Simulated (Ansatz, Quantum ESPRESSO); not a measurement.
# Mo(100), 5 layers, one monolayer of Ga on top sites: vacuum level and surface dipole, part 2 of 6

Wanted: work functions and the surface dipole of Mo(100), 5 layers, one monolayer of Ga on top sites at several levels, with their cost.

Quantum ESPRESSO 7.5; plane-wave DFT, PBE, GBRV ultrasoft pseudopotentials; geometry and cross-check by Ansatz 0.2.0 with PAW datasets.

So far. Step 2 (Relaxation with Ansatz): The relaxation lowers the energy by 17 meV an atom. Held were the atoms numbered 1, 2 and 3; the forces quoted are those on the free ones.

## Step 3: Ground state

The two faces differ, so the slab has a dipole. tefield with eamp = 0 and dipfield cancel the false field of the periodic images; the ramp (emaxpos, eopreg) must lie in the vacuum. pw.x drops all symmetry for this, which costs k-points.

Level of this step: plane-wave DFT, PBE, GBRV ultrasoft pseudopotentials (Quantum ESPRESSO 7.5).

Input file scf.in:

```
&control
  prefix = 'scf'
  outdir = './out'
  pseudo_dir = './pseudo'
  calculation = 'scf'
  tprnfor = .true.
  tefield = .true.
  dipfield = .true.
/
&system
  ibrav = 0
  nat = 6
  ntyp = 2
  ecutwfc = 40
  ecutrho = 200
  occupations = 'smearing'
  smearing = 'mv'
  degauss = 0.02
  edir = 3
  emaxpos = 0.97
  eopreg = 0.04
  eamp = 0.0
/
&electrons
  conv_thr = 1e-07
  mixing_beta = 0.4
  electron_maxstep = 120
  mixing_mode = 'local-TF'
/
ATOMIC_SPECIES
  Mo  95.9500  mo_pbe_v1.uspp.F.UPF
  Ga  69.7230  ga_pbe_v1.4.uspp.F.UPF
CELL_PARAMETERS angstrom
  3.15000000000000 0.00000000000000 0.00000000000000
  0.00000000000000 3.15000000000000 0.00000000000000
  0.00000000000000 0.00000000000000 25.30000000000000
ATOMIC_POSITIONS crystal
  Mo  0.000000000000 0.000000000000 0.328063241100
  Mo  0.500000000000 0.500000000000 0.390316205500
  Mo  0.000000000000 0.000000000000 0.452569170000
  Mo  0.500000000000 0.500000000000 0.516269205646
  Mo  -0.000000000000 0.000000000000 0.573484577886
  Ga  -0.000000000000 0.000000000000 0.676747885631
K_POINTS automatic
  8 8 1 0 0 0
```

Started as:

```sh
$ OMP_NUM_THREADS=1 mpirun -n 4 pw.x -nk 4 -in scf.in > scf.out
```

The log of the run:

```text
Program PWSCF v.7.5 starts
[citation notice left out]

     Parallel version (MPI & OpenMP), running on       4 processor cores
     Number of MPI processes:                 4
     Threads/MPI process:                     1

     MPI processes distributed on     1 nodes
[...]
Current dimensions of program PWSCF are:
     Max number of different atomic species (ntypx) = 10
     Max number of k-points (npk) =  40000
     Max angular momentum in pseudopotentials (lmaxx) =  4
     Presently no symmetry can be used with electric field

     K-points division:     npool     =       4
     Subspace diagonalization in iterative solution of the eigenvalue problem:
     a serial algorithm will be used

     G-vector sticks info
     --------------------
     sticks:   dense  smooth     PW     G-vecs:    dense   smooth      PW
     Sum         561     437    137                80871    57637   10099

     Using Slab Decomposition

     bravais-lattice index     =            0
     lattice parameter (alat)  =       5.9526  a.u.
     unit-cell volume          =    1694.0968 (a.u.)^3
     number of atoms/cell      =            6
     number of atomic types    =            2
     number of electrons       =        89.00
     number of Kohn-Sham states=           54
     kinetic-energy cutoff     =      40.0000  Ry
     charge density cutoff     =     200.0000  Ry
     scf convergence threshold =      1.0E-07
     mixing beta               =       0.4000
     number of iterations used =            8  local-TF  mixing
     Exchange-correlation=  SLA  PW   PBX  PBC
                           (   1   4   3   4   0   0   0)

     celldm(1)=   5.952637  celldm(2)=   0.000000  celldm(3)=   0.000000
     celldm(4)=   0.000000  celldm(5)=   0.000000  celldm(6)=   0.000000

     crystal axes: (cart. coord. in units of alat)
               a(1) = (   1.000000   0.000000   0.000000 )
               a(2) = (   0.000000   1.000000   0.000000 )
               a(3) = (   0.000000   0.000000   8.031746 )

     reciprocal axes: (cart. coord. in units 2 pi/alat)
               b(1) = (  1.000000  0.000000  0.000000 )
               b(2) = (  0.000000  1.000000  0.000000 )
               b(3) = (  0.000000  0.000000  0.124506 )

     PseudoPot. # 1 for Mo read from file:
     ./pseudo/mo_pbe_v1.uspp.F.UPF
     Pseudo is Ultrasoft + core correction, Zval = 14.0
     Generated by new atomic code, or converted to UPF format
     Using radial grid of  889 points,  6 beta functions with:
                l(1) =   0
                l(2) =   0
                l(3) =   1
                l(4) =   1
                l(5) =   2
                l(6) =   2
     Q(r) pseudized with  6 coefficients,  rinner =    1.000   1.000   1.000
                                                       1.000   1.000

     PseudoPot. # 2 for Ga read from file:
     ./pseudo/ga_pbe_v1.4.uspp.F.UPF
     Pseudo is Ultrasoft + core correction, Zval = 19.0
     Generated by new atomic code, or converted to UPF format
     Using radial grid of  871 points,  6 beta functions with:
                l(1) =   0
                l(2) =   0
                l(3) =   1
                l(4) =   1
                l(5) =   2
                l(6) =   2
     Q(r) pseudized with  8 coefficients,  rinner =    1.250   1.250   1.250
                                                       1.250   1.250

     atomic species   valence    mass     pseudopotential
     Mo               14.00    95.95000     Mo( 1.00)
     Ga               19.00    69.72300     Ga( 1.00)

     No symmetry found

   Cartesian axes

     site n.     atom                  positions (alat units)
         1        Mo     tau(   1) = (   0.0000000   0.0000000   2.6349206  )
         2        Mo     tau(   2) = (   0.5000000   0.5000000   3.1349206  )
         3        Mo     tau(   3) = (   0.0000000   0.0000000   3.6349206  )
         4        Mo     tau(   4) = (   0.5000000   0.5000000   4.1465431  )
         5        Mo     tau(   5) = (   0.0000000   0.0000000   4.6060825  )
         6        Ga     tau(   6) = (   0.0000000   0.0000000   5.4354671  )

     number of k points=    34  Marzari-Vanderbilt smearing, width (Ry)=  0.0200
                       cart. coord. in units 2pi/alat
        k(    1) = (   0.0000000   0.0000000   0.0000000), wk =   0.0312500
        k(    2) = (   0.0000000   0.1250000   0.0000000), wk =   0.0625000
        k(    3) = (   0.0000000   0.2500000   0.0000000), wk =   0.0625000
        k(    4) = (   0.0000000   0.3750000   0.0000000), wk =   0.0625000
        k(    5) = (   0.0000000  -0.5000000   0.0000000), wk =   0.0312500
        k(    6) = (   0.1250000   0.0000000   0.0000000), wk =   0.0625000
        k(    7) = (   0.1250000   0.1250000   0.0000000), wk =   0.0625000
        k(    8) = (   0.1250000   0.2500000   0.0000000), wk =   0.0625000
        k(    9) = (   0.1250000   0.3750000   0.0000000), wk =   0.0625000
        k(   10) = (   0.1250000  -0.5000000   0.0000000), wk =   0.0625000
[...]
k(   34) = (  -0.5000000  -0.5000000   0.0000000), wk =   0.0312500

     Dense  grid:    80871 G-vectors     FFT dimensions: (  27,  27, 216)

     Smooth grid:    57637 G-vectors     FFT dimensions: (  24,  24, 200)

     Estimated max dynamical RAM per process >     182.58 MB

     Estimated total dynamical RAM >     671.10 MB

     Check: negative core charge=   -0.000001

     Initial potential from superposition of free atoms

     starting charge      87.9947, renormalised to      89.0000

     negative rho (up, down):  5.297E-03 0.000E+00

     Adding external electric field

     Computed dipole along edir(3) :
        Dipole                8.5302 Ry au,         21.6816 Debye
        Dipole field          0.0633 Ry au,

        Potential amp.       -5.8083 Ry
        Total length         45.8977 bohr

     Starting wfcs are   77 randomized atomic wfcs

     total cpu time spent up to now is        3.7 secs

     per-process dynamical memory:   110.9 Mb

     Self-consistent Calculation

     iteration #  1     ecut=    40.00 Ry     beta= 0.40
     Davidson diagonalization with overlap
     ethr =  1.00E-02,  avg # of iterations = 16.5

     negative rho (up, down):  1.781E+00 0.000E+00

     Adding external electric field

     Computed dipole along edir(3) :
        Dipole              -47.0811 Ry au,       -119.6682 Debye
        Dipole field         -0.3492 Ry au,

        Potential amp.       32.0582 Ry
        Total length         45.8977 bohr

[...]
Dipole               -0.0336 Ry au,         -0.0853 Debye
[...]
total energy              =   -1111.73727717 Ry
     estimated scf accuracy    <       0.00102576 Ry

     iteration # 54     ecut=    40.00 Ry     beta= 0.40
[...]
negative rho (up, down):  4.229E-03 0.000E+00

[...]
Dipole               -0.0335 Ry au,         -0.0852 Debye
[...]
total energy              =   -1111.73728503 Ry
     estimated scf accuracy    <       0.00000110 Ry

     iteration # 55     ecut=    40.00 Ry     beta= 0.40
[...]
negative rho (up, down):  4.213E-03 0.000E+00

[...]
Dipole               -0.0332 Ry au,         -0.0845 Debye
[...]
total energy              =   -1111.73728541 Ry
     estimated scf accuracy    <       0.00000087 Ry

     iteration # 56     ecut=    40.00 Ry     beta= 0.40
[...]
negative rho (up, down):  4.197E-03 0.000E+00

[...]
Dipole               -0.0332 Ry au,         -0.0845 Debye
[...]
total energy              =   -1111.73728547 Ry
     estimated scf accuracy    <       0.00000104 Ry

     iteration # 57     ecut=    40.00 Ry     beta= 0.40
[...]
negative rho (up, down):  4.211E-03 0.000E+00

[...]
Dipole               -0.0330 Ry au,         -0.0840 Debye
[...]
total energy              =   -1111.73728547 Ry
     estimated scf accuracy    <       0.00000074 Ry

     iteration # 58     ecut=    40.00 Ry     beta= 0.40
[...]
negative rho (up, down):  4.217E-03 0.000E+00

[...]
Dipole               -0.0329 Ry au,         -0.0836 Debye
[...]
total energy              =   -1111.73728549 Ry
     estimated scf accuracy    <       0.00000021 Ry

     iteration # 59     ecut=    40.00 Ry     beta= 0.40
[...]
negative rho (up, down):  4.214E-03 0.000E+00

[...]
Dipole               -0.0329 Ry au,         -0.0836 Debye
[...]
End of self-consistent calculation

          k = 0.0000 0.0000 0.0000 (  7181 PWs)   bands (ev):

   -89.4128 -89.4060 -89.4060 -56.2554 -56.0100 -55.8896 -55.7796 -55.5497
   -30.4936 -30.4057 -30.4057 -30.2629 -30.0849 -30.0849 -30.0778 -29.8703
   -29.8703 -29.7548 -29.5616 -29.5616 -29.4993 -29.3395 -29.3395  -9.8284
    -9.8089  -9.7071  -9.7071  -9.6660  -2.5048  -1.4407  -0.0205   0.1591
     0.2073   1.0464   1.4506   1.6425   2.7261   3.7362   3.7362   3.8453
     3.9872   4.2024   4.2024   4.7745   4.8596   4.8993   4.9412   4.9412
     6.2069   6.2486   6.3662   6.3662   7.0467   7.8681

          k = 0.0000 0.1250 0.0000 (  7196 PWs)   bands (ev):

   -89.4128 -89.4063 -89.4059 -56.2421 -56.0027 -55.8829 -55.7856 -55.5567
   -30.5324 -30.4956 -30.3748 -30.2361 -30.1694 -30.0627 -29.9977 -29.9668
   -29.8672 -29.6761 -29.6106 -29.5802 -29.4725 -29.3641 -29.3574  -9.8183
    -9.7983  -9.7156  -9.7064  -9.6724  -2.2821  -1.1445   0.1925   0.3216
     0.4415   1.1576   1.5438   1.7482   2.8041   3.3817   3.4671   3.5399
     3.9408   4.2759   4.3296   4.4089   4.6986   5.0704   5.5589   5.5876
     5.6202   5.9435   6.4860   6.8721   7.1911   7.3932

          k = 0.0000 0.2500 0.0000 (  7180 PWs)   bands (ev):

   -89.4128 -89.4066 -89.4058 -56.2078 -55.9861 -55.8644 -55.8018 -55.5757
   -30.6487 -30.6238 -30.2900 -30.2828 -30.2371 -30.0279 -30.0040 -29.9702
   -29.8599 -29.6860 -29.6323 -29.5976 -29.4548 -29.4313 -29.3782  -9.8114
    -9.7556  -9.7361  -9.7046  -9.6876  -1.6439  -0.3978   0.4107   0.5716
     1.1801   1.3145   1.3736   2.5583   2.7226   2.8229   3.6368   3.6990
     3.8044   4.0106   4.1175   4.2034   5.0227   5.4427   5.6206   5.7307
     5.8587   5.9218   6.1045   6.5385   7.1420   7.4160

          k = 0.0000 0.3750 0.0000 (  7202 PWs)   bands (ev):

   -89.4129 -89.4070 -89.4057 -56.1691 -55.9715 -55.8408 -55.8211 -55.5989
   -30.7589 -30.7262 -30.3912 -30.2717 -30.1781 -30.0686 -29.9743 -29.9454
   -29.8462 -29.6985 -29.6872 -29.5905 -29.5180 -29.4385 -29.3868  -9.8077
    -9.7564  -9.7104  -9.7030  -9.7028  -0.7105   0.1635   0.2227   0.7989
     1.5929   1.6928   2.0139   2.2356   2.3560   3.2927   3.3840   3.5658
     3.7688   3.9557   4.5233   4.6513   5.0801   5.2278   5.5794   5.6534
     5.9026   6.0189   6.4976   6.6502   6.8749   7.5677

          k = 0.0000-0.5000 0.0000 (  7168 PWs)   bands (ev):

   -89.4127 -89.4071 -89.4056 -56.1511 -55.9665 -55.8306 -55.8286 -55.6104
   -30.8003 -30.7672 -30.4288 -30.2996 -30.1102 -30.1005 -29.9629 -29.9421
   -29.8223 -29.7316 -29.6758 -29.5953 -29.5670 -29.4354 -29.3868  -9.8063
    -9.7648  -9.7091  -9.7022  -9.6918  -0.0750   0.0914   0.2066   0.9967
     1.6601   2.0678   2.1334   2.1801   2.5235   2.8316   3.1403   3.2542
     3.5989   4.1360   4.3149   4.8723   5.1768   5.4699   5.6656   5.9068
     6.0564   6.3479   6.7123   6.9514   7.5260   7.6980

          k = 0.1250 0.0000 0.0000 (  7196 PWs)   bands (ev):

   -89.4128 -89.4063 -89.4059 -56.2421 -56.0027 -55.8829 -55.7856 -55.5567
   -30.5324 -30.4956 -30.3748 -30.2361 -30.1694 -30.0627 -29.9977 -29.9668
   -29.8672 -29.6761 -29.6106 -29.5802 -29.4725 -29.3641 -29.3574  -9.8183
    -9.7983  -9.7156  -9.7064  -9.6724  -2.2821  -1.1445   0.1925   0.3216
     0.4415   1.1576   1.5438   1.7482   2.8041   3.3817   3.4671   3.5399
     3.9408   4.2759   4.3296   4.4089   4.6986   5.0704   5.5589   5.5876
     5.6202   5.9435   6.4860   6.8721   7.1911   7.3933

[...]
the Fermi energy is     4.9931 ev

!    total energy              =   -1111.73728550 Ry
     estimated scf accuracy    <          2.4E-09 Ry
     smearing contrib. (-TS)   =      -0.00163952 Ry
     internal energy E=F+TS    =   -1111.73564598 Ry

     The total energy is F=E-TS. E is the sum of the following terms:
     one-electron contribution =   -8056.50127952 Ry
     hartree contribution      =    4033.99355200 Ry
     xc contribution           =    -144.86316725 Ry
     ewald contribution        =    3055.63524076 Ry
     electric field correction =       0.00000802 Ry

     convergence has been achieved in  59 iterations

     negative rho (up, down):  4.214E-03 0.000E+00

     Forces acting on atoms (cartesian axes, Ry/au):

     atom    1 type  1   force =    -0.00000015   -0.00000016    0.04905325
     atom    2 type  1   force =    -0.00000003   -0.00000027   -0.04087717
     atom    3 type  1   force =     0.00000025   -0.00000014   -0.00701265
     atom    4 type  1   force =     0.00000000   -0.00000014   -0.00097229
     atom    5 type  1   force =     0.00000013   -0.00000008    0.00001959
     atom    6 type  2   force =    -0.00000019    0.00000079   -0.00021072

     Total force =     0.064244     Total SCF correction =     0.000247

[...]
=------------------------------------------------------------------------------=
   JOB DONE.
=------------------------------------------------------------------------------=
[key lines of the parts left out:]
Dipole field         -0.0002 Ry au,
```

Run time: 8.4 min. Hardware: 4 MPI ranks of Arm Neoverse V1, shared host; peak memory 0.76 GiB; 33 min of CPU time.

Read from the output:

- free energy: -15125.9563 eV
- Fermi energy: 4.993 eV
- dipole along the normal: -0.01741 e·Å

The program's own clock; routines nest. Time by routine:

```
     routine  wall time (s)   calls
       PWSCF          500.7       1
   electrons          495.9       1
     c_bands          408.7      59
     cegterg          381.7     540
       h_psi          233.1    2792
        fftw          189.4  190988
    vloc_psi          175.1    2792
    sum_band          52.54      59
      calbec           37.5    3359
  add_vuspsi          27.91    2792
       s_psi          27.67    2792
h_psi:calbec          27.37    2792
     mix_rho           21.9      59
        ffts          12.99    6985
```

The run needed 59 iterations to bring the estimated error under 1e-07 Ry; the largest force on any atom, held or free, is 1.26 eV/Å.

## Step 4: Potential by pp.x

The vacuum level is read from the electrostatic potential (plot_num = 11), averaged over planes.

Input file pot.in:

```
&inputpp
  prefix = 'scf'
  outdir = './out'
  filplot = 'pot.dat'
  plot_num = 11
/
```

Started as:

```sh
$ OMP_NUM_THREADS=1 mpirun -n 4 pp.x -in pot.in > pot.out
```

The log of the run:

```text
[banner, memory and clock lines left out]
Program POST-PROC v.7.5 starts

          URL

     ./out/scf.save/

     IMPORTANT: XC functional enforced from input :
     Exchange-correlation= PBE
                           (   1   4   3   4   0   0   0)
     Any further DFT definition will be discarded
     Please, verify this is what you really want

     Check: negative core charge=   -0.000001

     negative rho (up, down):  4.214E-03 0.000E+00

     Adding external electric field

     Computed dipole along edir(3) :
        Dipole               -0.0329 Ry au,         -0.0836 Debye
        Dipole field         -0.0002 Ry au,

        Potential amp.        0.0224 Ry
        Total length         45.8977 bohr

     Calling punch_plot, plot_num =  11

     Adding external electric field

     Computed dipole along edir(3) :
        Dipole               -0.0329 Ry au,         -0.0836 Debye
        Dipole field         -0.0002 Ry au,

        Potential amp.        0.0224 Ry
        Total length         45.8977 bohr

     Writing data to file  pot.dat
     Message from routine chdens:
     namelist plot not found or invalid, exiting
```

Wall time 1.1 s (4 MPI ranks); peak memory 0.1 GiB; 3.9 s of CPU time.

Numbers from this step:

```
work function of the upper face                                       : 4.281 eV
slope of the potential above                                          : 4.71e-4 eV/Å
upper vacuum line continued to the top atoms, over the Fermi level    : 4.278 eV
work function of the lower face                                       : 3.963 eV
slope of the potential below                                          : -8.37e-4 eV/Å
lower vacuum line continued to the bottom atoms, over the Fermi level : 3.958 eV
```

The potential energy, planar mean oscillates, so the rows of the table below give means over windows of 1.58 Å about each position, cut where the curve ends. Its maxima inside the range that stand out by 2 % of the span (Å: eV): 9.1: -8.10, 10.7: -8.44, 12.3: -7.89, 13.8: -10.7, 15.9: 2.14. Its minima: 8.3: -23.5, 9.8: -23.9, 11.5: -24.1, 13.1: -24.0, 14.5: -23.6, 17.1: -9.86.

Electrostatic potential energy of an electron, with the sawtooth; zero at the Fermi level. Table of potential energy, planar mean by z; means over each step:

```
z (Å)  potential energy, planar mean (eV)
 0.79                                3.97
 2.37                                3.96
 3.95                                3.96
 5.53                                3.81
 7.11                              -0.809
 8.69                               -15.6
10.27                               -16.2
11.85                               -15.9
13.43                               -17.4
15.01                               -10.9
16.59                               -4.00
18.17                              0.0120
19.75                                4.16
21.33                                4.28
22.91                                4.28
24.49                                4.24
```

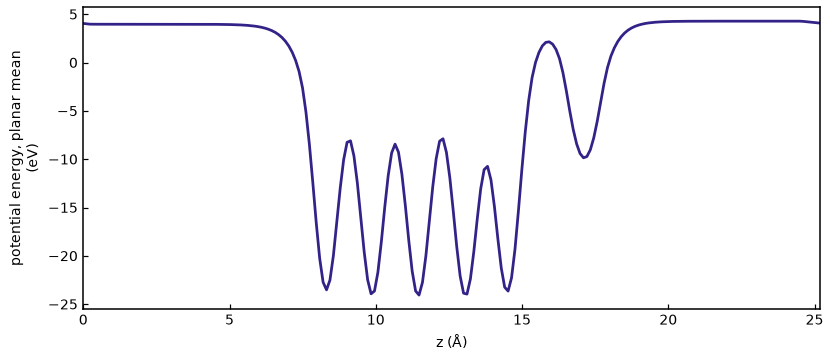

Potential energy, planar mean, plotted against z.

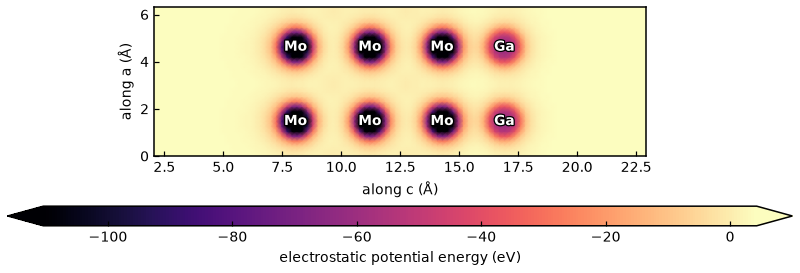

Electrostatic potential energy in the ca plane at fractional y = 0.000, with atoms of Mo and Ga within 0.2 Å of it. With pseudopotentials it is smooth inside the atoms' cores, unlike the true potential. The map starts off the cell's origin, so that atoms lie inside it. The far vacuum is left out of the map.

The vacuum is flat to 0.8 meV/Å, so its level is well defined. Inside the slab the curve depends on the local part of the pseudopotentials; only the vacuum level has a meaning of its own.

## Step 5: Macroscopic average

average.x takes the planar mean and smooths it over a window of one repeat.

Input file avg.in:

```
1
pot.dat
1.0
643
3
2.9763186463
```

Started as:

```sh
$ OMP_NUM_THREADS=1 average.x < avg.in > avg.out
```

The log of the run:

```text
[banner, memory and clock lines left out]
Program AVERAGE v.7.5 starts

          URL

     Reading header from file  pot.dat
     Reading data from file  pot.dat
     Output written to file avg.dat

[...]
```

Elapsed: 0.53 s, on 1 MPI rank; peak memory 0.1 GiB.

Read from the output:

- average.x's running mean inside the slab, on the run's own zero: -11.20 eV
- mean potential by an exact Fourier window inside the slab, on the run's own zero: -11.20 eV

The potential energy (planar mean) oscillates, so the rows of the table below give means over windows of 1.61 Å about each position, cut where the curve ends. Its maxima inside the range that stand out by 2 % of the span (Å: eV): 9.0: -8.04, 10.6: -8.54, 12.3: -7.80, 13.8: -10.7, 15.9: 2.16. Its minima: 8.3: -23.5, 9.9: -24.0, 11.4: -24.1, 13.1: -24.1, 14.5: -23.7, 17.2: -9.87.

Electrostatic potential energy of an electron, with the sawtooth; zero at the Fermi level; window 1.5750 Å. Potential energy against z; means over each step:

```
z (Å)  planar mean (eV)  running mean (eV)
 0.81              3.97               3.99
 2.42              3.96               3.96
 4.02              3.96               3.95
 5.63              3.77               3.68
 7.24             -2.58              -3.75
 8.85             -15.8              -15.5
10.46             -16.3              -16.2
12.07             -15.8              -15.9
13.68             -18.0              -17.1
15.29             -6.60              -7.03
16.90             -5.62              -4.45
18.51              2.21               1.41
20.12              4.23               4.20
21.73              4.28               4.28
23.34              4.28               4.28
24.95              4.21               4.18
```

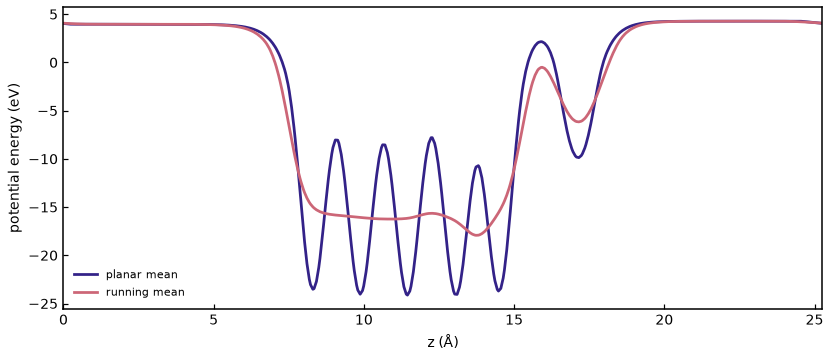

Potential energy, plotted against z.

Where the running mean is not flat inside, average.x's window, rounded to the grid, doesn't match the spacings there.

(Continued in part 3 of 6.)

[Logs are printed without paths, hosts, clocks, repeated set-up lines and the standing remarks that a program may print on its own settings, such as how far it seeks lower states.]

[Hosts, paths, dates, database ids (printed as entryN), source tags and the programs' standing remarks are cut or masked in the printed files.]

[Maps of the electrostatic potential energy from Ansatz leave out the sawtooth potential of an applied field or a dipole correction, so their vacuum need not be flat; planar profiles and work functions include it.]
